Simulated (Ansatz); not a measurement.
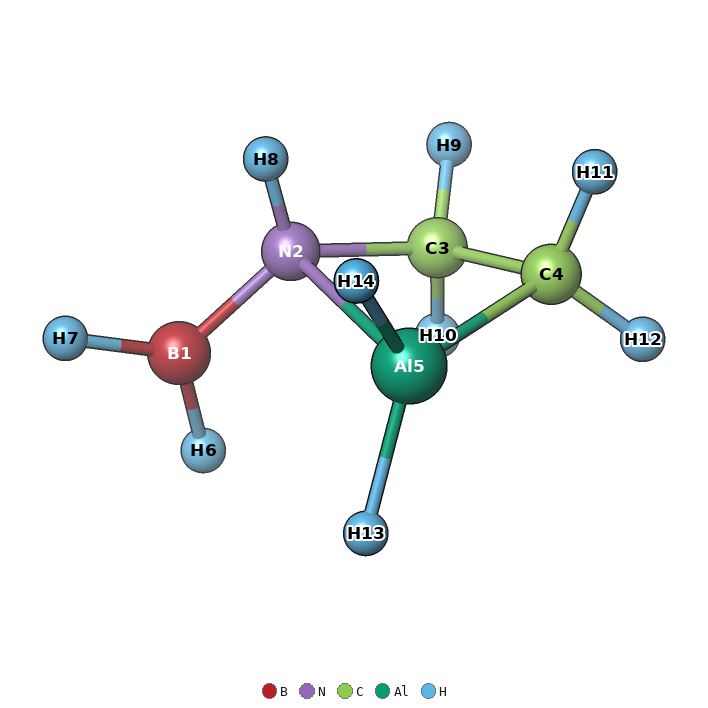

Atoms fade into the background with distance from the viewer. The computed structure is the end point of a PBE0-D4/def2-TZVP optimisation. No frequency run is at hand to confirm it as a minimum.

Q: What is the conformation of the ring N2–C3–C4–Al5?

A: It is puckered (butterfly). The Cremer–Pople amplitude Q is 0.24 Å.

Q: Give the torsion angles round the ring, beginning with the bond from its second to its third atom.

A: 20°, −13°, 14°, −18°.
